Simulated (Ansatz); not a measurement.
# ClF₂HSi + NH₃: a complex and its separated parts, part 2 of 2

Ansatz 0.2.0, Gaussian basis.

## 13. CAM-B3LYP-D4/def2-TZVPP

The inputs:

parta/in.yaml

```yaml
crystal:
  periodic: [false, false, false]
  atoms:
    - {symbol: Si, position_ang: [-1.171579, -0.078738, -0.075029]}
    - {symbol: F, position_ang: [-0.477478, -0.600322, -1.391322]}
    - {symbol: F, position_ang: [-0.616812, -0.932941, 1.128724]}
    - {symbol: H, position_ang: [-2.622524, -0.250203, -0.177884]}
    - {symbol: Cl, position_ang: [-0.673467, 1.856296, 0.207915]}
basis:
  gaussian: {orbitals: def2-TZVPP}
hamiltonian: {xc: {name: CAM-B3LYP}, dispersion: d4}
```

partb/in.yaml

```yaml
crystal:
  periodic: [false, false, false]
  atoms:
    - {symbol: N, position_ang: [1.109462, -0.007291, 0.060279]}
    - {symbol: H, position_ang: [1.421697, 0.367638, 0.947578]}
    - {symbol: H, position_ang: [1.510675, 0.573516, -0.665705]}
    - {symbol: H, position_ang: [1.520225, -0.927956, -0.034555]}
basis:
  gaussian: {orbitals: def2-TZVPP}
hamiltonian: {xc: {name: CAM-B3LYP}, dispersion: d4}
```

One command serves all of them, each in its own folder.

The run is started by

```bash
ansatz run in.yaml --threads 4 --pin off --events-out ev --progress --plain --max-ram 9574MiB
```

Output in parta (excerpt; [...] marks lines left out):

```text
Functional definition: CAM-B3LYP
  name "CAM-B3LYP"
  cite "Yanai, Tew & Handy, Chem. Phys. Lett. 393, 51 (2004) doi:10.1016/j.cplett.2004.06.011"
  cite "Iikura, Tsuneda, Yanai & Hirao, J. Chem. Phys. 115, 3540 (2001) doi:10.1063/1.1383587"
  cite "Becke, Phys. Rev. A 38, 3098 (1988) doi:10.1103/PhysRevA.38.3098"
  cite "Lee, Yang & Parr, Phys. Rev. B 37, 785 (1988) doi:10.1103/PhysRevB.37.785"
[...]
  # Exact exchange under (alpha + beta erf(omega r))/r, Becke's under what is left of 1/r.
[...]
975 factors; their error is unknown
182 factors; integrals over basis functions are off by at most 1.7e-5 eV
[...]
mean field -25858.06207713 eV, -950.2662541104 hartree, gradient 5.8e-5 eV, S^2 0.000000; 0 other end points of the search recorded, 0 dependent functions left out
reference -25858.06218152 eV, -950.2662579467 hartree; 25, 25 occupied and 135, 135 virtual orbitals, 975 factors
Total energy: -25858.15100845 eV, -950.2695222762 hartree
```

Output in partb (excerpt; [...] marks lines left out):

```text
[... 6 set-up lines as earlier in the session ...]
[...]
  # Exact exchange under (alpha + beta erf(omega r))/r, Becke's under what is left of 1/r.
[...]
332 factors; their error is unknown
102 factors; integrals over basis functions are off by at most 1.4e-5 eV
[...]
mean field -1539.00933205 eV, -56.5575497749 hartree, gradient 6.3e-5 eV, S^2 0.000000; 0 other end points of the search recorded, 0 dependent functions left out
reference -1539.00940014 eV, -56.5575522773 hartree; 5, 5 occupied and 68, 68 virtual orbitals, 332 factors
Total energy: -1539.01812495 eV, -56.5578729080 hartree
```

They took 1.1 s (parta), 0.2 s (partb) on 4 threads of Arm Neoverse V2, shared host.

## 14. wB97X-V/def2-TZVPP

Each input of step 13 (parta, partb) changes in the same lines:

```diff
-hamiltonian: {xc: {name: CAM-B3LYP}, dispersion: d4}
+hamiltonian: {xc: {name: wB97X-V}}
```

The same command starts each run, in its folder.

The run is started by

```bash
ansatz run in.yaml --threads 4 --pin off --events-out ev --progress --plain --max-ram 9574MiB
```

parta printed (excerpt; [...] marks lines left out):

```text
Functional definition: wB97X-V
  name "wB97X-V"
  cite "Mardirossian & Head-Gordon, Phys. Chem. Chem. Phys. 16, 9904 (2014) doi:10.1039/C3CP54374A"
[... 2 set-up lines as earlier in the session ...]
[...]
      + integral(e_c_pw_opposite_spin*poly(b97_u_opposite, cos0, cos1)) + vv10(b, c)
972 factors; their error is unknown
166 factors; integrals over basis functions are off by at most 3.5e-5 eV
[...]
mean field -25853.60976937 eV, -950.1026348181 hartree, gradient 5.1e-5 eV, S^2 0.000000; 0 other end points of the search recorded, 0 dependent functions left out
reference -25853.60976790 eV, -950.1026347644 hartree; 25, 25 occupied and 135, 135 virtual orbitals, 972 factors
Total energy: -25853.60976790 eV, -950.1026347644 hartree
```

Output in partb (excerpt; [...] marks lines left out):

```text
[... 5 set-up lines as earlier in the session ...]
[...]
      + integral(e_c_pw_opposite_spin*poly(b97_u_opposite, cos0, cos1)) + vv10(b, c)
332 factors; their error is unknown
93 factors; integrals over basis functions are off by at most 7.9e-6 eV
[...]
mean field -1539.14323700 eV, -56.5624706911 hartree, gradient 1.3e-5 eV, S^2 0.000000; 0 other end points of the search recorded, 0 dependent functions left out
reference -1539.14323590 eV, -56.5624706506 hartree; 5, 5 occupied and 68, 68 virtual orbitals, 332 factors
Total energy: -1539.14323590 eV, -56.5624706506 hartree
```

Wall times: 2.5 s (parta), 0.4 s (partb) on 4 threads of Arm Neoverse V2, shared host.

## 15. wB97M-V/def2-TZVPP

Each input of step 14 (parta, partb) changes in the same lines:

```diff
-hamiltonian: {xc: {name: wB97X-V}}
+hamiltonian: {xc: {name: wB97M-V}}
```

Each run has its own folder and the same command.

The run is started by

```bash
ansatz run in.yaml --threads 4 --pin off --events-out ev --progress --plain --max-ram 9574MiB
```

parta printed (excerpt; [...] marks lines left out):

```text
Functional definition: wB97M-V
  name "wB97M-V"
  cite "Mardirossian & Head-Gordon, J. Chem. Phys. 144, 214110 (2016) doi:10.1063/1.4952647"
[... 2 set-up lines as earlier in the session ...]
  # Of w^i u^j: cxij and so on, Table III.
[...]
  gx(w, u) = 1 - cx + cx01*u + cx10*w
[...]
      + integral(e_c_pw_mod_opposite_spin*gos(b97_w_opposite, b97_u_opposite)) + vv10(b, c)
972 factors; their error is unknown
166 factors; integrals over basis functions are off by at most 3.5e-5 eV
[...]
mean field -25856.24782197 eV, -950.1995814632 hartree, gradient 5.6e-5 eV, S^2 0.000000; 0 other end points of the search recorded, 0 dependent functions left out
reference -25856.24785782 eV, -950.1995827805 hartree; 25, 25 occupied and 135, 135 virtual orbitals, 972 factors
Total energy: -25856.24785782 eV, -950.1995827805 hartree
```

partb printed (excerpt; [...] marks lines left out):

```text
[... 5 set-up lines as earlier in the session ...]
  # Of w^i u^j: cxij and so on, Table III.
[...]
  gx(w, u) = 1 - cx + cx01*u + cx10*w
[...]
      + integral(e_c_pw_mod_opposite_spin*gos(b97_w_opposite, b97_u_opposite)) + vv10(b, c)
332 factors; their error is unknown
93 factors; integrals over basis functions are off by at most 7.9e-6 eV
[...]
mean field -1538.84209878 eV, -56.5514040657 hartree, gradient 5.4e-5 eV, S^2 0.000000; 0 other end points of the search recorded, 0 dependent functions left out
reference -1538.84212566 eV, -56.5514050532 hartree; 5, 5 occupied and 68, 68 virtual orbitals, 332 factors
Total energy: -1538.84212566 eV, -56.5514050532 hartree
```

Times: 2.8 s (parta), 0.4 s (partb) on 4 threads of Arm Neoverse V2, shared host.

## 16. B2PLYP/def2-TZVPP

The same edit goes into each in.yaml of step 15 (parta, partb):

```diff
-hamiltonian: {xc: {name: wB97M-V}}
+hamiltonian: {xc: {name: B2PLYP}}
```

Each run has its own folder and the same command.

The run is started by

```bash
ansatz run in.yaml --threads 4 --pin off --events-out ev --progress --plain --max-ram 9574MiB
```

parta printed (excerpt; [...] marks lines left out):

```text
Functional definition: B2PLYP
  name "B2PLYP"
  cite "Grimme, J. Chem. Phys. 124, 034108 (2006) doi:10.1063/1.2148954"
[... 2 set-up lines as earlier in the session ...]
[...]
986 factors; integrals over basis functions are off by at most 8.5e-4 eV
[...]
mean field -25842.07445902 eV, -949.6787199818 hartree, gradient 2.8e-6 eV, S^2 0.000000; 0 other end points of the search recorded, 0 dependent functions left out
12 core orbitals not correlated: weight in the atoms' cores, before any rotation towards them, 1.000 or more for the frozen orbitals, at most 0.000 for the correlated occupied ones
reference -25842.07459374 eV, -949.6787249328 hartree; 13, 13 occupied and 135, 135 virtual orbitals, 986 factors
second order -26.00798172 eV of doubles, -0.00000000 eV of singles
Total energy: -25849.09674881 eV, -949.9367843716 hartree
```

Output in partb (excerpt; [...] marks lines left out):

```text
[... 5 set-up lines as earlier in the session ...]
[...]
416 factors; integrals over basis functions are off by at most 1.0e-3 eV
[...]
mean field -1536.38010335 eV, -56.4609274023 hartree, gradient 8.4e-6 eV, S^2 0.000000; 0 other end points of the search recorded, 0 dependent functions left out
1 core orbitals not correlated: weight in the atoms' cores, before any rotation towards them, 1.000 or more for the frozen orbitals, at most 0.000 for the correlated occupied ones
reference -1536.38019358 eV, -56.4609307183 hartree; 4, 4 occupied and 68, 68 virtual orbitals, 416 factors
second order -7.62105105 eV of doubles, -0.00000000 eV of singles
Total energy: -1538.43787737 eV, -56.5365492026 hartree
```

Wall times: 1.5 s (parta), 0.25 s (partb) on 4 threads of Arm Neoverse V2, shared host.

## 17. PBE-QIDH/def2-TZVPP

Each input of step 16 (parta, partb) changes in the same lines:

```diff
-hamiltonian: {xc: {name: B2PLYP}}
+hamiltonian: {xc: {name: PBE-QIDH}}
```

Each run has its own folder and the same command.

The run is started by

```bash
ansatz run in.yaml --threads 4 --pin off --events-out ev --progress --plain --max-ram 9574MiB
```

parta printed (excerpt; [...] marks lines left out):

```text
Functional definition: PBE-QIDH
  name "PBE-QIDH"
  cite "Brémond, Sancho-García, Pérez-Jiménez & Adamo, J. Chem. Phys. 141, 031101 (2014) doi:10.1063/1.4890314"
[... 1 set-up line as earlier in the session ...]
[...]
986 factors; integrals over basis functions are off by at most 8.5e-4 eV
[...]
mean field -25832.80793479 eV, -949.3381814974 hartree, gradient 2.7e-6 eV, S^2 0.000000; 0 other end points of the search recorded, 0 dependent functions left out
12 core orbitals not correlated: weight in the atoms' cores, before any rotation towards them, 1.000 or more for the frozen orbitals, at most 0.000 for the correlated occupied ones
reference -25832.80794391 eV, -949.3381818324 hartree; 13, 13 occupied and 135, 135 virtual orbitals, 986 factors
second order -24.29340091 eV of doubles, -0.00000000 eV of singles
Total energy: -25840.90574421 eV, -949.6357705047 hartree
```

Output in partb (excerpt; [...] marks lines left out):

```text
[... 4 set-up lines as earlier in the session ...]
[...]
416 factors; integrals over basis functions are off by at most 1.0e-3 eV
[...]
mean field -1535.33267226 eV, -56.4224350199 hartree, gradient 2.1e-6 eV, S^2 0.000000; 0 other end points of the search recorded, 0 dependent functions left out
1 core orbitals not correlated: weight in the atoms' cores, before any rotation towards them, 1.000 or more for the frozen orbitals, at most 0.000 for the correlated occupied ones
reference -1535.33267903 eV, -56.4224352685 hartree; 4, 4 occupied and 68, 68 virtual orbitals, 416 factors
second order -7.10230980 eV of doubles, -0.00000000 eV of singles
Total energy: -1537.70011563 eV, -56.5094369589 hartree
```

Times: 1.5 s (parta), 0.25 s (partb) on 4 threads of Arm Neoverse V2, shared host.

## 18. RPA on PBE/def2-TZVPP

Each input of step 17 (parta, partb) changes in the same lines:

```diff
-hamiltonian: {xc: {name: PBE-QIDH}}
+hamiltonian: {xc: pbe}
+correlation: {method: rpa}
```

Each run has its own folder and the same command.

The run is started by

```bash
ansatz run in.yaml --threads 4 --pin off --events-out ev --progress --plain --max-ram 9574MiB
```

parta printed (excerpt; [...] marks lines left out):

```text
[... 4 set-up lines as earlier in the session ...]
[...]
986 factors; integrals over basis functions are off by at most 8.5e-4 eV
[...]
mean field -25844.12040497 eV, -949.7539071085 hartree, gradient 8.8e-7 eV, S^2 0.000000; 0 other end points of the search recorded, 0 dependent functions left out
12 core orbitals not correlated: weight in the atoms' cores, before any rotation towards them, 1.000 or more for the frozen orbitals, at most 0.000 for the correlated occupied ones
reference -25800.58919293 eV, -948.1541645727 hartree; 13, 13 occupied and 135, 135 virtual orbitals, 986 factors
Total energy: -25834.44282927 eV, -949.3982627612 hartree
```

Output in partb (excerpt; [...] marks lines left out):

```text
[... 4 set-up lines as earlier in the session ...]
[...]
416 factors; integrals over basis functions are off by at most 1.0e-3 eV
[...]
mean field -1537.73152437 eV, -56.5105912088 hartree, gradient 7.3e-6 eV, S^2 0.000000; 0 other end points of the search recorded, 0 dependent functions left out
1 core orbitals not correlated: weight in the atoms' cores, before any rotation towards them, 1.000 or more for the frozen orbitals, at most 0.000 for the correlated occupied ones
reference -1529.64063462 eV, -56.2132564946 hartree; 4, 4 occupied and 68, 68 virtual orbitals, 416 factors
Total energy: -1540.11750383 eV, -56.5982743365 hartree
```

Wall times: 1.3 s (parta), 0.25 s (partb) on 4 threads of Arm Neoverse V2, shared host.

## 19. CCSD(T)/def2-TZVPP

Each input of step 18 (parta, partb) changes in the same lines:

```diff
-hamiltonian: {xc: pbe}
-correlation: {method: rpa}
+correlation: {method: ccsd_t}
```

One command serves all of them, each in its own folder.

The run is started by

```bash
ansatz run in.yaml --threads 4 --pin off --events-out ev --progress --plain --max-ram 9574MiB
```

Output in parta (excerpt; [...] marks lines left out):

```text
Functional definition: HF
  name "HF"
  cite "Fock, Z. Phys. 61, 126 (1930) doi:10.1007/BF01340294"
[... 1 set-up line as earlier in the session ...]
[...]
986 factors; integrals over basis functions are off by at most 8.5e-4 eV
[...]
mean field -25802.04899769 eV, -948.2078114083 hartree, gradient 3.5e-6 eV, S^2 0.000000; 0 other end points of the search recorded, 0 dependent functions left out
12 core orbitals not correlated: weight in the atoms' cores, before any rotation towards them, 1.000 or more for the frozen orbitals, at most 0.000 for the correlated occupied ones
reference -25802.04899769 eV, -948.2078114083 hartree; 13, 13 occupied and 135, 135 virtual orbitals, 986 factors
second order -21.81586212 eV of doubles, -0.00000000 eV of singles
cycle   1  -21.93034427 eV  change   -1.1e-1 eV  update   9.0e-2
[...]
cycle   9  -22.43697580 eV  change   -5.8e-6 eV  update   7.6e-6
perturbative correction -0.71793633 eV, -0.0263836735 hartree
Total energy: -25825.20390983 eV, -949.0587387342 hartree
```

Output in partb (excerpt; [...] marks lines left out):

```text
[... 4 set-up lines as earlier in the session ...]
[...]
416 factors; integrals over basis functions are off by at most 1.0e-3 eV
[...]
mean field -1529.85246918 eV, -56.2210412711 hartree, gradient 4.1e-6 eV, S^2 0.000000; 0 other end points of the search recorded, 0 dependent functions left out
1 core orbitals not correlated: weight in the atoms' cores, before any rotation towards them, 1.000 or more for the frozen orbitals, at most 0.000 for the correlated occupied ones
reference -1529.85246918 eV, -56.2210412711 hartree; 4, 4 occupied and 68, 68 virtual orbitals, 416 factors
second order -6.38828867 eV of doubles, -0.00000000 eV of singles
cycle   1  -6.57733768 eV  change   -1.9e-1 eV  update   3.9e-2
[...]
cycle   9  -6.72923532 eV  change    3.2e-6 eV  update   2.3e-6
perturbative correction -0.20702028 eV, -0.0076078549 hartree
Total energy: -1536.78872478 eV, -56.4759439628 hartree
```

They took 4.8 s (parta), 0.25 s (partb) on 4 threads of Arm Neoverse V2, shared host; peak memory 0.86 GiB.

## 20. Vibrations of ClF₂HSi

Contents of vib-parta/in.yaml:

```yaml
crystal:
  periodic: [false, false, false]
  atoms:
    - {symbol: Si, position_ang: [-1.171579, -0.078738, -0.075029]}
    - {symbol: F, position_ang: [-0.477478, -0.600322, -1.391322]}
    - {symbol: F, position_ang: [-0.616812, -0.932941, 1.128724]}
    - {symbol: H, position_ang: [-2.622524, -0.250203, -0.177884]}
    - {symbol: Cl, position_ang: [-0.673467, 1.856296, 0.207915]}
basis:
  gaussian: {orbitals: def2-TZVP}
hamiltonian: {xc: pbe0, dispersion: d4}
phonons: {temperatures: {t_min: 298.15, t_max: 900, t_step: 200}}
```

The run is started by

```bash
ansatz run in.yaml --threads 4 --pin off --events-out ev --progress --plain --max-ram 9574MiB
```

The program printed (excerpt; [...] marks lines left out):

```text
[... 5 set-up lines as earlier in the session ...]
[...]
892 factors; their error is unknown
[...]
mean field -25845.91052403 eV, -949.8196927708 hartree, gradient 6.1e-5 eV, S^2 0.000000; 0 other end points of the search recorded, 0 dependent functions left out
[...]
Atom 2 at    -0.616812    -0.932941     1.128724 Å, force     0.000530     0.000186     0.000563 eV/Å
Atom 3 at    -2.622524    -0.250203    -0.177884 Å, force     0.000015     0.000266     0.000036 eV/Å
Atom 4 at    -0.673467     1.856296     0.207915 Å, force     0.000555     0.000756     0.000130 eV/Å
Dipole moment:    -0.240412     0.055455    -0.005973 e Å
Vibrations: 226.46 273.79 363.51 579.39 826.91 830.23 903.60 984.78 2339.61 cm⁻¹, zero-point energy 0.454295 eV
```

Run time: 13 s. Hardware: 4 threads of Arm Neoverse V2, shared host.

Wavenumbers and character of the modes:

```tsv
mode	wavenumber (cm⁻¹)	character
1	226	bend
2	274	bend
3	364	bend
4	579	Si–Cl stretch
5	827	bend
6	830	bend
7	904	Si–F stretch
8	985	Si–F stretch
9	2340	Si–H stretch
```

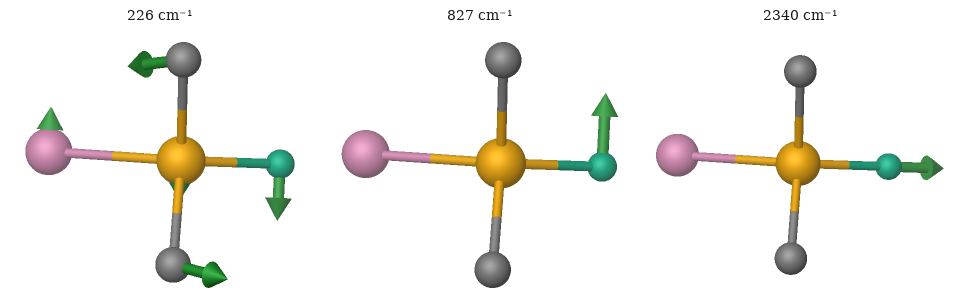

How the atoms move in 3 of the modes.

Vibrational sums (real modes only):

```tsv
T (K)	entropy (J/mol/K)	heat capacity (J/mol/K)
298	23.8	34.5
498	45.7	50.4
698	64.1	58.5
898	79.5	63.3
```

## 21. Vibrations of NH₃

Contents of vib-partb/in.yaml:

```yaml
crystal:
  periodic: [false, false, false]
  atoms:
    - {symbol: N, position_ang: [1.109462, -0.007291, 0.060279]}
    - {symbol: H, position_ang: [1.421697, 0.367638, 0.947578]}
    - {symbol: H, position_ang: [1.510675, 0.573516, -0.665705]}
    - {symbol: H, position_ang: [1.520225, -0.927956, -0.034555]}
basis:
  gaussian: {orbitals: def2-TZVP}
hamiltonian: {xc: pbe0, dispersion: d4}
phonons: {temperatures: {t_min: 298.15, t_max: 900, t_step: 200}}
```

The run is started by

```bash
ansatz run in.yaml --threads 4 --pin off --events-out ev --progress --plain --max-ram 9574MiB
```

The program printed (excerpt; [...] marks lines left out):

```text
[... 5 set-up lines as earlier in the session ...]
[...]
287 factors; their error is unknown
[...]
mean field -1537.79931120 eV, -56.5130823290 hartree, gradient 1.4e-5 eV, S^2 0.000000; 0 other end points of the search recorded, 0 dependent functions left out
[...]
Atom 1 at     1.421697     0.367638     0.947578 Å, force     0.000185    -0.000710    -0.002176 eV/Å
Atom 2 at     1.510675     0.573516    -0.665705 Å, force    -0.000042    -0.001235     0.001936 eV/Å
Atom 3 at     1.520225    -0.927956    -0.034555 Å, force     0.000021     0.001808     0.000232 eV/Å
Dipole moment:     0.351694     0.010974     0.020798 e Å
Vibrations: 1030.56 1669.56 1669.59 3501.93 3631.09 3631.15 cm⁻¹, zero-point energy 0.938181 eV
```

It took 1.2 s on 4 threads of Arm Neoverse V2, shared host.

Wavenumbers and character of the modes:

```tsv
mode	wavenumber (cm⁻¹)	character
1	1031	bend
2	1670	bend
3	1670	bend
4	3502	N–H stretch
5	3631	N–H stretch
6	3631	N–H stretch
```

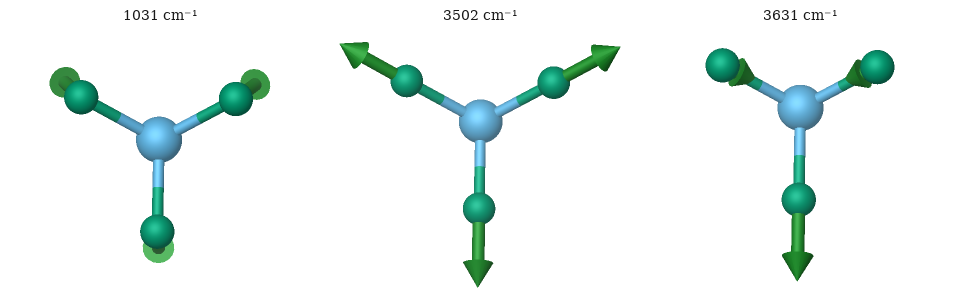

Displacements of 3 modes, as arrows.

Vibrational sums (real modes only):

```tsv
T (K)	entropy (J/mol/K)	heat capacity (J/mol/K)
298	0.4	1.8
498	2.6	7.4
698	6.0	13.4
898	10.1	18.8
```

## 22. Complex less separated parts

The complex's own energies come from single points at the same levels.

Rows are in def2-TZVPP; times add the 3 runs of a level on a shared host, so small differences are noise.

```tsv
method	rung	complex less parts (kcal/mol)	from CCSD(T) (kcal/mol)	time
SPW92	LDA	-14.5	-10.0	1.4 s
PBE-D4	GGA	-7.0	-2.5	2.2 s
BLYP-D4	GGA	-3.9	+0.6	2.2 s
r2SCAN-D4	meta-GGA	-6.9	-2.4	4.8 s
B97M-V	meta-GGA	-5.3	-0.8	9.1 s
PBE0-D4	hybrid	-6.9	-2.4	3 s
B3LYP-D4	hybrid	-4.3	+0.2	3 s
r2SCAN0-D4	hybrid	-6.9	-2.4	5.4 s
BHLYP-D4	hybrid	-4.4	+0.1	2.8 s
CAM-B3LYP-D4	range-separated hybrid	-5.2	-0.7	3.2 s
wB97X-V	range-separated hybrid	-5.9	-1.4	8.4 s
wB97M-V	range-separated hybrid	-6.3	-1.8	9.2 s
B2PLYP	double hybrid	-2.8	+1.7	5.5 s
PBE-QIDH	double hybrid	-5.9	-1.4	5.5 s
RPA on PBE	RPA	-3.3	+1.2	4.8 s
Hartree-Fock	wavefunction	3.8	+8.3	
MP2	wavefunction	-5.1	-0.6	
CCSD	wavefunction	-3.4	+1.1	
CCSD(T)	wavefunction	-4.5	0	1.8 min
```

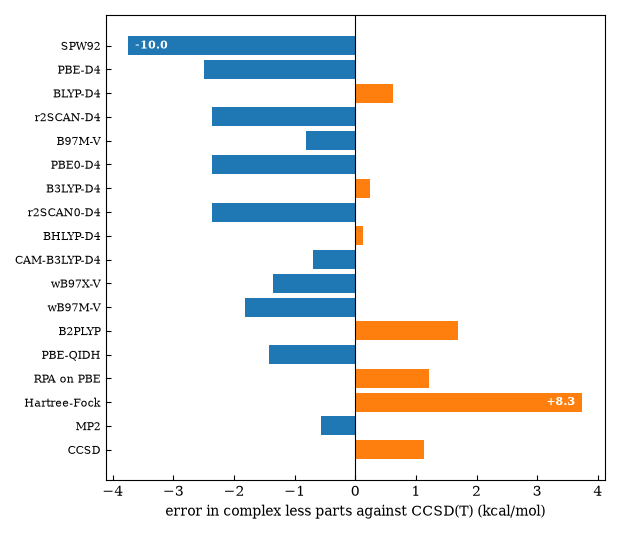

Error of each method against CCSD(T). Bars with a number in them are cut short.

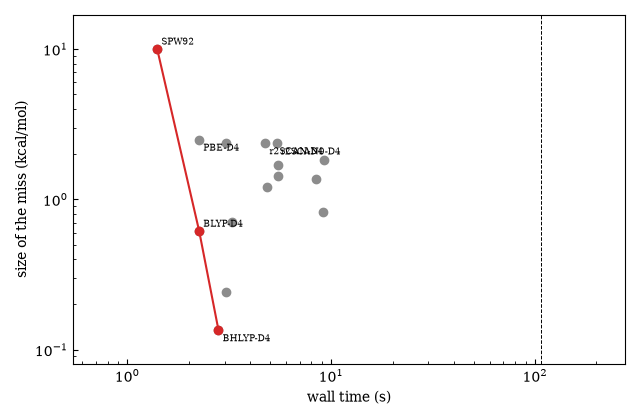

Miss against cost. Red marks the levels that no quicker level drawn beats (of those quicker than the yardstick), and the dashed line is the time of CCSD(T). Only those levels and the largest misses are named. Times are from a shared host.

BHLYP-D4 reaches 0.1 kcal/mol from the reference in 2.8 s, where CCSD(T) took 1.8 min; the quickest level in the cost chart, SPW92, takes 1.4 s and misses by 10.0 kcal/mol.

The complex's zero-point energy, from a separate PBE0-D4 run, is 1.538 eV.

## 23. Results

This closing draws on all 2 parts.

| quantity | value |
| --- | --- |
| complex less parts, CCSD(T)/def2-TZVPP | -4.5 kcal/mol |
| with zero-point energy | -1.1 kcal/mol |
| largest T1 diagnostic | 0.011 |

What this shows: At CCSD(T) the complex lies 4.5 kcal/mol below its parts. The functionals run from BHLYP-D4, off by +0.1 kcal/mol, to SPW92, off by -10.0 kcal/mol, against CCSD(T). Mean unsigned error by rung: LDA 10.0, GGA 1.6, meta-GGA 1.6, hybrid 1.3, range-separated hybrid 1.3, double hybrid 1.6 kcal/mol. The double hybrids carry no dispersion term here, unlike the levels marked D4 or V. PBE-D4 gives a relative energy 2.5 kcal/mol too low, outside chemical accuracy (1 kcal/mol). No counterpoise was applied, and triple zeta lacks some correlation, so the CCSD(T) reference has a basis error of its own, and close matches with it are partly luck.
